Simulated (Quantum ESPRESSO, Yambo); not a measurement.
# RbBr (Fm-3m): changed settings of a GW run in Yambo

Aim: change inputs of a GW run on RbBr (Fm-3m) and see what moves.

Calculated with Yambo 5.3.0; PBE and many-body steps on it, plane waves.

The database entry behind the starting cell differs from later determinations by our own check (about 0.5 % short), so it need not match the best structure at ambient conditions.

## (1) The starting structure

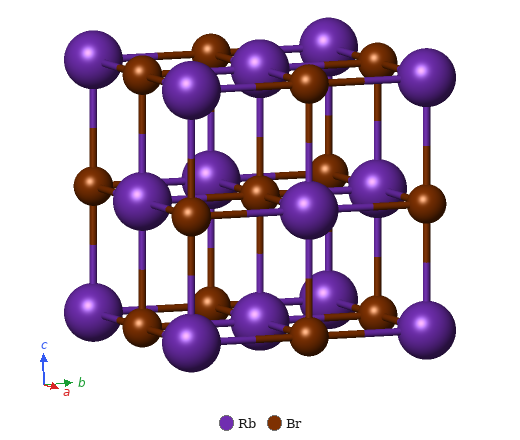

The starting structure, seen slightly off an axis (rubidium purple, bromine brown). This picture shows the conventional cell, with its axes. Some periodic images of atoms are drawn too.

As a file:

```xyz
2
Lattice="0.0000 3.4270 3.4270 3.4270 0.0000 3.4270 3.4270 3.4270 0.0000" Properties=species:S:1:pos:R:3 pbc="T T T"
Rb    0.0000    0.0000    0.0000
Br    3.4270    3.4270    3.4270
```

The cell and positions come from the Crystallography Open Database and are kept as given unless a step says otherwise.

## (2) Base

This step: Yambo 5.3.0; G0W0 on PBE, plane waves, norm-conserving pseudopotentials.

G0W0 replaces the xc potential by the self-energy, built once from these orbitals. Only a window of levels is corrected, while the sums run over the empty bands that the input names.

gw1.in

```
HF_and_locXC
gw0
dyson
ppa
em1d
rim_cut
RandQpts= 1000000
RandGvec= 1 RL
EXXRLvcs= 76 Ry
VXCRLvcs= 304 Ry
Chimod= "HARTREE"
% BndsRnXp
 1 | 209 |
%
NGsBlkXp= 13 Ry
% LongDrXp
 1 | 1 | 1 |
%
% GbndRnge
 1 | 209 |
%
DysSolver= "n"
ExtendOut
PPAPntXp= 27.21138 eV
% QPkrange
 1 | 1 | 12 | 15 |
%
```

Run with:

```console
OMP_NUM_THREADS=1 mpirun -n 4 yambo -F gw1.in -J gw1 -C gw1 > gw1.log
```

Log:

```text
 Yambo, version 5.3.0

 [02] CORE Variables Setup
 =========================

  [... cell, symmetries and grids as in the set-up ...]

  [02.05] Energies & Occupations
  ==============================

  [X] === General ===
  [X] Electronic Temperature                        :  0.000000  0.000000 [eV K]
  [X] Bosonic    Temperature                        :  0.000000  0.000000 [eV K]
  [X] Finite Temperature mode                       : no
  [X] El. density                                   :  0.32300E+24 [cm-3]
  [X] Fermi Level                                   :  2.132238 [eV]

  [X] === Gaps and Widths ===
  [X] Conduction Band Min                           :  4.364251 [eV]
  [X] Valence Band Max                              :  0.000000 [eV]
  [X] Filled Bands                                  :  13
  [X] Empty Bands                                   :   14  209
  [X] Direct Gap                                    :  4.364251 [eV]
  [X] Direct Gap localized at k                     :  1
  [X] Indirect Gap                                  :  4.364251 [eV]
  [X] Indirect Gap between kpts                     :  1  1
  [X] Last valence band width                       :  0.354275 [eV]
  [X] 1st conduction band width                     :  2.722711 [eV]

 [03] Transferred momenta grid and indexing
 ==========================================

 IBZ Q-points                                      :   8
 BZ  Q-points                                      :   64

 K/Q-points units:
 rlu = crystal or reduced units; cc = cartesian coordinates; iku = interal k-units

 Q [1]          [rlu]:  0.000000  0.000000  0.000000
 Q [2]          [rlu]:  0.20505E-16 -0.72508E-17  0.25000
 Q [3]          [rlu]: -0.41010E-16  0.14502E-16 -0.50000
 Q [4]          [rlu]:  0.31893E-16  0.25000      0.25000
 Q [5]          [rlu]:  0.34809E-16  0.25000      0.50000
 Q [6]          [rlu]:  0.99473E-16  0.25000     -0.25000
 Q [7]          [rlu]: -0.63786E-16 -0.50000     -0.50000
 Q [8]          [rlu]:  0.250000 -0.500000 -0.250000

 [04] Coloumb potential Random Integration (RIM)
 ===============================================

  [04.01] RIM initialization
  ==========================

  * Diagonal components only detected *

  8 x (sBL volume)        :  0.057080 [a.u.]
  sBZ random points       :  1000000
  Points outside the sBZ  :   7968281
  RL volume               :  0.456637 [a.u.]
  Integrated volume       :  0.458454 [a.u.]

  [04.02] RIM integrals
  =====================

  Gamma point sphere radius             :  0.069841 [a.u.]
  Points outside the sphere             :   800476
  [Int_sBZ(q=0) 1/q^2]*(Vol_sBZ)^(-1/3) =:  7.776341
                                 should be <:  7.795600

  Summary of Coulomb integrals for non-metallic bands |Q|[au] RIM/Bare

  Q [1] 0.100000E-4 0.997530 * Q [2] 0.210057 1.069186
  Q [4] 0.242553 1.068537 * Q [6] 0.343022 1.029949
  Q [5] 0.402229 1.023412 * Q [3] 0.420114 1.020404
  Q [7] 0.485106 1.016961 * Q [8] 0.542365 1.013888

 [05] Dipoles
 ============

  [05.01] Setup: observables and procedures
  =========================================

 [06] Dynamic Dielectric Matrix (PPA)
 ====================================

 [WR./gw1//ndb.pp]---------------------------------------------------------------
  Brillouin Zone Q/K grids (IBZ/BZ)                :    8   64    8   64
  RL vectors                                       :   7343 [WF]
  Coulomb cutoff potential                         : none
  Electronic Temperature                           :  0.000000 [K]
  Bosonic    Temperature                           :  0.000000 [K]
  PPA    diel. fun.  energies                      : Perdew, Burke & Ernzerhof(X)+Perdew, Burke & Ernzerhof(C)
  wavefunctions                                    : Perdew, Burke & Ernzerhof(X)+Perdew, Burke & Ernzerhof(C)
  Global Gauge                                     : length
  X matrix size                                    :   459
  X band range                                     :    1  209
  X e/h energy range                               : -1.000000 -1.000000 [eV]
  X Time ordering                                  : R
  X Hxc Kernel                                     : HARTREE
  X Drude frequency                                :  0.000000  0.000000
  X poles                                          :  100.0000 [o/o]
  RL vectors in the sum                            :   7343
  [r,Vnl] included                                 : yes
  Field direction                                  :  0.577350E-5  0.577350E-5  0.577350E-5
  BZ energy Double Grid                            : no
  BZ energy DbGd points                            : 0
  BZ Q point size factor                           : -1.000000
  X Optical Averaged directions                    : none

 [07] Local Exchange-Correlation + Non-Local Fock
 ================================================

 [VXC] Plane waves :   48671
 [EXS] Plane waves :   6081

 QP @ state[ 1 ] K range:  1  1
 QP @ state[ 1 ] b range:  12  15

 [xc] Functional : Perdew, Burke & Ernzerhof(X)+Perdew, Burke & Ernzerhof(C)
 [xc] LIBXC used to calculate xc functional
  PP Number of Atomic Species                      :  2
  NLCC RL compoments                               :   48671
  PP Number of Atomic Species                      :  2
  NLCC RL compoments                               :   48671

 [xc] E_xc :  -16.27496 [Ha]
      E_xc :  -32.54992 [Ry]

  Local XC kind (lXC) : Perdew, Burke & Ernzerhof(X)+Perdew, Burke & Ernzerhof(C)
  Non-Local XC kind (nlXC) : Hartree-Fock

  Corrections @ K [1] :  [eV]
 <12|nlXC|12> = -19.41610 -0.67813E-17 <12|lXC|12> = -14.22687 -0.47205E-16
 <13|nlXC|13> = -19.41606  0.61037E-17 <13|lXC|13> = -14.22687  0.16964E-16
 <14|nlXC|14> = -3.641019 -0.15713E-18 <14|lXC|14> = -6.942251  0.19474E-20
 <15|nlXC|15> = -3.253680  0.27454E-18 <15|lXC|15> = -7.444604  0.23601E-16

 [08] Dyson equation: Newton solver
 ==================================

  [08.01] G0W0 (W PPA)
  ====================

  [  GW  ] Bands range     :    1  209
  [GW/PPA] G damping       :  0.100000 [eV]

  QP @ state[ 1 ] K range:  1  1
  QP @ state[ 1 ] b range:  12  15

   Sc/G bands                                       :    1  209
   Sc/G damping                                     :  0.100000 ev
   Sc bands terminator                              : no
   Sx RL components                                 :   6081

   QP @ state[ 1 ] K range                          :  1  1
   QP @ state[ 1 ] b range                          :  12  15
   GF energies kind                                 : Perdew, Burke & Ernzerhof(X)+Perdew, Burke & Ernzerhof(C)
   GF WF`s kind                                     : Perdew, Burke & Ernzerhof(X)+Perdew, Burke & Ernzerhof(C)
   Xs energies kind                                 : Perdew, Burke & Ernzerhof(X)+Perdew, Burke & Ernzerhof(C)
   Xs WF`s kind                                     : Perdew, Burke & Ernzerhof(X)+Perdew, Burke & Ernzerhof(C)

 [11] Game Over & Game summary
```

Wall time 5.2 min (4 MPI ranks of Arm Neoverse V1, shared host); peak memory 2.1 GiB.

Numbers from this step:

```
G0W0 gap on the points computed              : 7.583 eV
starting gap on the mesh                     : 4.364 eV
k of the valence top                         : 0, 0, 0
k of the conduction bottom                   : 0, 0, 0
least direct G0W0 gap on the computed points : 7.583 eV
Z at the valence top                         : 0.8261
Z at the conduction bottom                   : 0.8765
```

The gap on the mesh goes from 4.36 eV to 7.58 eV, a correction of +3.22 eV.

## (3) Field direction

gw2.in

```
HF_and_locXC
gw0
dyson
ppa
em1d
rim_cut
RandQpts= 1000000
RandGvec= 1 RL
EXXRLvcs= 76 Ry
VXCRLvcs= 304 Ry
Chimod= "HARTREE"
% BndsRnXp
 1 | 209 |
%
NGsBlkXp= 13 Ry
% LongDrXp
 1 | 0 | 0 |
%
% GbndRnge
 1 | 209 |
%
DysSolver= "n"
ExtendOut
PPAPntXp= 27.21138 eV
% QPkrange
 1 | 1 | 12 | 15 |
%
```

Run with:

```console
OMP_NUM_THREADS=1 mpirun -n 4 yambo -F gw2.in -J gw2 -C gw2 > gw2.log
```

Log:

```text
 Yambo, version 5.3.0

 [02] CORE Variables Setup
 =========================

  [... cell, symmetries and grids as in the set-up ...]

  [02.05] Energies & Occupations
  ==============================

  [X] === General ===
  [X] Electronic Temperature                        :  0.000000  0.000000 [eV K]
  [X] Bosonic    Temperature                        :  0.000000  0.000000 [eV K]
  [X] Finite Temperature mode                       : no
  [X] El. density                                   :  0.32300E+24 [cm-3]
  [X] Fermi Level                                   :  2.132238 [eV]

  [X] === Gaps and Widths ===
  [X] Conduction Band Min                           :  4.364251 [eV]
  [X] Valence Band Max                              :  0.000000 [eV]
  [X] Filled Bands                                  :  13
  [X] Empty Bands                                   :   14  209
  [X] Direct Gap                                    :  4.364251 [eV]
  [X] Direct Gap localized at k                     :  1
  [X] Indirect Gap                                  :  4.364251 [eV]
  [X] Indirect Gap between kpts                     :  1  1
  [X] Last valence band width                       :  0.354275 [eV]
  [X] 1st conduction band width                     :  2.722711 [eV]

 [03] Transferred momenta grid and indexing
 ==========================================

 IBZ Q-points                                      :   8
 BZ  Q-points                                      :   64

 K/Q-points units:
 rlu = crystal or reduced units; cc = cartesian coordinates; iku = interal k-units

 Q [1]          [rlu]:  0.000000  0.000000  0.000000
 Q [2]          [rlu]:  0.20505E-16 -0.72508E-17  0.25000
 Q [3]          [rlu]: -0.41010E-16  0.14502E-16 -0.50000
[...]
================================================

 [VXC] Plane waves :   48671
 [EXS] Plane waves :   6081

 QP @ state[ 1 ] K range:  1  1
 QP @ state[ 1 ] b range:  12  15

 [xc] Functional : Perdew, Burke & Ernzerhof(X)+Perdew, Burke & Ernzerhof(C)
 [xc] LIBXC used to calculate xc functional
  PP Number of Atomic Species                      :  2
  NLCC RL compoments                               :   48671
  PP Number of Atomic Species                      :  2
  NLCC RL compoments                               :   48671

 [xc] E_xc :  -16.27496 [Ha]
      E_xc :  -32.54992 [Ry]

  Local XC kind (lXC) : Perdew, Burke & Ernzerhof(X)+Perdew, Burke & Ernzerhof(C)
  Non-Local XC kind (nlXC) : Hartree-Fock

  Corrections @ K [1] :  [eV]
 <12|nlXC|12> = -19.41610 -0.67813E-17 <12|lXC|12> = -14.22687 -0.47205E-16
 <13|nlXC|13> = -19.41606  0.61037E-17 <13|lXC|13> = -14.22687  0.16964E-16
 <14|nlXC|14> = -3.641019 -0.15713E-18 <14|lXC|14> = -6.942251  0.19474E-20
 <15|nlXC|15> = -3.253680  0.27454E-18 <15|lXC|15> = -7.444604  0.23601E-16

 [08] Dyson equation: Newton solver
 ==================================

  [08.01] G0W0 (W PPA)
  ====================

  [  GW  ] Bands range     :    1  209
  [GW/PPA] G damping       :  0.100000 [eV]

  QP @ state[ 1 ] K range:  1  1
  QP @ state[ 1 ] b range:  12  15

   Sc/G bands                                       :    1  209
   Sc/G damping                                     :  0.100000 ev
   Sc bands terminator                              : no
   Sx RL components                                 :   6081

   QP @ state[ 1 ] K range                          :  1  1
   QP @ state[ 1 ] b range                          :  12  15
   GF energies kind                                 : Perdew, Burke & Ernzerhof(X)+Perdew, Burke & Ernzerhof(C)
   GF WF`s kind                                     : Perdew, Burke & Ernzerhof(X)+Perdew, Burke & Ernzerhof(C)
   Xs energies kind                                 : Perdew, Burke & Ernzerhof(X)+Perdew, Burke & Ernzerhof(C)
   Xs WF`s kind                                     : Perdew, Burke & Ernzerhof(X)+Perdew, Burke & Ernzerhof(C)

 [11] Game Over & Game summary
```

It took 5.1 min on 4 MPI ranks; peak memory 2.1 GiB; 20 min of CPU time.

Numbers from this step:

```yaml
g0w0_gap_on_the_points_computed: 7.583 eV
starting_gap_on_the_mesh: 4.364 eV
k_of_the_valence_top: 0, 0, 0
k_of_the_conduction_bottom: 0, 0, 0
least_direct_g0w0_gap_on_the_computed_points: 7.583 eV
z_at_the_valence_top: 0.8261
z_at_the_conduction_bottom: 0.8765
```

Against G0W0 in Yambo (4×4×4 mesh, 209 bands, screening to 176.9 eV, Godby-Needs plasmon pole), the gap moves by −0.0001 eV.

## (4) Exchange cutoff

gw4.in

```
HF_and_locXC
gw0
dyson
ppa
em1d
rim_cut
RandQpts= 1000000
RandGvec= 1 RL
EXXRLvcs= 19 Ry
VXCRLvcs= 304 Ry
Chimod= "HARTREE"
% BndsRnXp
 1 | 209 |
%
NGsBlkXp= 13 Ry
% LongDrXp
 1 | 1 | 1 |
%
% GbndRnge
 1 | 209 |
%
DysSolver= "n"
ExtendOut
PPAPntXp= 27.21138 eV
% QPkrange
 1 | 1 | 12 | 15 |
%
```

Run with:

```console
OMP_NUM_THREADS=1 mpirun -n 4 yambo -F gw4.in -J gw4,gw1_W -C gw4 > gw4.log
```

Log:

```text
 Yambo, version 5.3.0

 [02] CORE Variables Setup
 =========================

  [... cell, symmetries and grids as in the set-up ...]

  [02.05] Energies & Occupations
  ==============================

  [X] === General ===
  [X] Electronic Temperature                        :  0.000000  0.000000 [eV K]
  [X] Bosonic    Temperature                        :  0.000000  0.000000 [eV K]
  [X] Finite Temperature mode                       : no
  [X] El. density                                   :  0.32300E+24 [cm-3]
  [X] Fermi Level                                   :  2.132238 [eV]

  [X] === Gaps and Widths ===
  [X] Conduction Band Min                           :  4.364251 [eV]
  [X] Valence Band Max                              :  0.000000 [eV]
  [X] Filled Bands                                  :  13
  [X] Empty Bands                                   :   14  209
  [X] Direct Gap                                    :  4.364251 [eV]
  [X] Direct Gap localized at k                     :  1
  [X] Indirect Gap                                  :  4.364251 [eV]
  [X] Indirect Gap between kpts                     :  1  1
  [X] Last valence band width                       :  0.354275 [eV]
  [X] 1st conduction band width                     :  2.722711 [eV]

 [03] Transferred momenta grid and indexing
 ==========================================

 IBZ Q-points                                      :   8
 BZ  Q-points                                      :   64

 K/Q-points units:
 rlu = crystal or reduced units; cc = cartesian coordinates; iku = interal k-units

 Q [1]          [rlu]:  0.000000  0.000000  0.000000
 Q [2]          [rlu]:  0.20505E-16 -0.72508E-17  0.25000
 Q [3]          [rlu]: -0.41010E-16  0.14502E-16 -0.50000
[...]
Q [7]          [rlu]: -0.63786E-16 -0.50000     -0.50000
 Q [8]          [rlu]:  0.250000 -0.500000 -0.250000

 [04] Coloumb potential Random Integration (RIM)
 ===============================================

 Summary of Coulomb integrals for non-metallic bands |Q|[au] RIM/Bare

 Q [1] 0.100000E-4 0.997530 * Q [2] 0.210057 1.069186
 Q [4] 0.242553 1.068537 * Q [6] 0.343022 1.029949
 Q [5] 0.402229 1.023412 * Q [3] 0.420114 1.020404
 Q [7] 0.485106 1.016961 * Q [8] 0.542365 1.013888

 [05] Dipoles
 ============

  [05.01] Setup: observables and procedures
  =========================================

 [06] Dynamic Dielectric Matrix (PPA)
 ====================================

   Sc/G bands                                       :    1  209
   Sc/G damping                                     :  0.100000 ev
   Sc bands terminator                              : no
   Sx RL components                                 :   821

   QP @ state[ 1 ] K range                          :  1  1
   QP @ state[ 1 ] b range                          :  12  15
   GF energies kind                                 : Perdew, Burke & Ernzerhof(X)+Perdew, Burke & Ernzerhof(C)
   GF WF`s kind                                     : Perdew, Burke & Ernzerhof(X)+Perdew, Burke & Ernzerhof(C)
   Xs energies kind                                 : Perdew, Burke & Ernzerhof(X)+Perdew, Burke & Ernzerhof(C)
   Xs WF`s kind                                     : Perdew, Burke & Ernzerhof(X)+Perdew, Burke & Ernzerhof(C)

 [11] Game Over & Game summary
```

The job ended after 1.7 min (4 MPI ranks; peak memory 2.1 GiB; 6.8 min of CPU time).

Numbers from this step:

* G0W0 gap on the points computed: 7.434 eV
* starting gap on the mesh: 4.364 eV
* k of the valence top: 0, 0, 0
* k of the conduction bottom: 0, 0, 0
* least direct G0W0 gap on the computed points: 7.434 eV
* Z at the valence top: 0.8261
* Z at the conduction bottom: 0.8765

## (5) Core charge in Vxc

gw5.in

```
HF_and_locXC
gw0
dyson
ppa
em1d
rim_cut
RandQpts= 1000000
RandGvec= 1 RL
EXXRLvcs= 76 Ry
VXCRLvcs= 304 Ry
Chimod= "HARTREE"
% BndsRnXp
 1 | 209 |
%
NGsBlkXp= 13 Ry
% LongDrXp
 1 | 1 | 1 |
%
% GbndRnge
 1 | 209 |
%
DysSolver= "n"
ExtendOut
PPAPntXp= 27.21138 eV
% QPkrange
 1 | 1 | 12 | 15 |
%
UseNLCC
```

Run with:

```console
OMP_NUM_THREADS=1 mpirun -n 4 yambo -F gw5.in -J gw5,gw1_W -C gw5 > gw5.log
```

Log:

```text
 Yambo, version 5.3.0

 [02] CORE Variables Setup
 =========================

  [... cell, symmetries and grids as in the set-up ...]

  [02.05] Energies & Occupations
  ==============================

  [X] === General ===
  [X] Electronic Temperature                        :  0.000000  0.000000 [eV K]
  [X] Bosonic    Temperature                        :  0.000000  0.000000 [eV K]
  [X] Finite Temperature mode                       : no
  [X] El. density                                   :  0.32300E+24 [cm-3]
[...]
Sx RL components                                 :   6081

   QP @ state[ 1 ] K range                          :  1  1
   QP @ state[ 1 ] b range                          :  12  15
   GF energies kind                                 : Perdew, Burke & Ernzerhof(X)+Perdew, Burke & Ernzerhof(C)
   GF WF`s kind                                     : Perdew, Burke & Ernzerhof(X)+Perdew, Burke & Ernzerhof(C)
   Xs energies kind                                 : Perdew, Burke & Ernzerhof(X)+Perdew, Burke & Ernzerhof(C)
   Xs WF`s kind                                     : Perdew, Burke & Ernzerhof(X)+Perdew, Burke & Ernzerhof(C)

 [11] Game Over & Game summary
```

The job ended after 1.7 min (4 MPI ranks; peak memory 2.1 GiB).

Numbers from this step:

| Item | Value |
| --- | --- |
| G0W0 gap on the points computed | 7.649 eV |
| starting gap on the mesh | 4.364 eV |
| k of the valence top | 0, 0, 0 |
| k of the conduction bottom | 0, 0, 0 |
| least direct G0W0 gap on the computed points | 7.649 eV |

Against G0W0 in Yambo (4×4×4 mesh, 209 bands, screening to 176.9 eV, Godby-Needs plasmon pole), the gap moves by +0.066 eV.

## (6) Damping of G

gw6.in, as its differences from gw5.in of step 5:

```diff
@@ -27,2 +27,2 @@
 %
-UseNLCC
+GDamping= 1.0 eV
```

Run with:

```console
OMP_NUM_THREADS=1 mpirun -n 4 yambo -F gw6.in -J gw6,gw1_W -C gw6 > gw6.log
```

Log:

```text
 Yambo, version 5.3.0

 [02] CORE Variables Setup
 =========================

  [... cell, symmetries and grids as in the set-up ...]

  [02.05] Energies & Occupations
  ==============================

  [X] === General ===
  [X] Electronic Temperature                        :  0.000000  0.000000 [eV K]
  [X] Bosonic    Temperature                        :  0.000000  0.000000 [eV K]
  [X] Finite Temperature mode                       : no
  [X] El. density                                   :  0.32300E+24 [cm-3]
[...]
Sx RL components                                 :   6081

   QP @ state[ 1 ] K range                          :  1  1
   QP @ state[ 1 ] b range                          :  12  15
   GF energies kind                                 : Perdew, Burke & Ernzerhof(X)+Perdew, Burke & Ernzerhof(C)
   GF WF`s kind                                     : Perdew, Burke & Ernzerhof(X)+Perdew, Burke & Ernzerhof(C)
   Xs energies kind                                 : Perdew, Burke & Ernzerhof(X)+Perdew, Burke & Ernzerhof(C)
   Xs WF`s kind                                     : Perdew, Burke & Ernzerhof(X)+Perdew, Burke & Ernzerhof(C)

 [11] Game Over & Game summary
```

Wall time 1.7 min (4 MPI ranks); peak memory 2.1 GiB.

This step gave:

- G0W0 gap on the points computed: 7.595 eV
- starting gap on the mesh: 4.364 eV
- k of the valence top: 0, 0, 0
- k of the conduction bottom: 0, 0, 0
- least direct G0W0 gap on the computed points: 7.595 eV

Against G0W0 in Yambo (4×4×4 mesh, 209 bands, screening to 176.9 eV, Godby-Needs plasmon pole), the gap moves by +0.012 eV.

(Continued in part 2 of 2.)

[Paths, hosts, dates, memory and timing lines, banners, echoed tables and standing remarks are left out of the program output.]

[Logs are printed without paths, hosts, clocks, repeated set-up lines and the standing remarks that a program may print on its own settings, such as how far it seeks lower states.]

[Runs of the session that timed out or met a known fault of the program may be left out.]

[Hosts, paths, dates, database ids (printed as entryN), source tags and the programs' standing remarks are cut or masked in the printed files.]
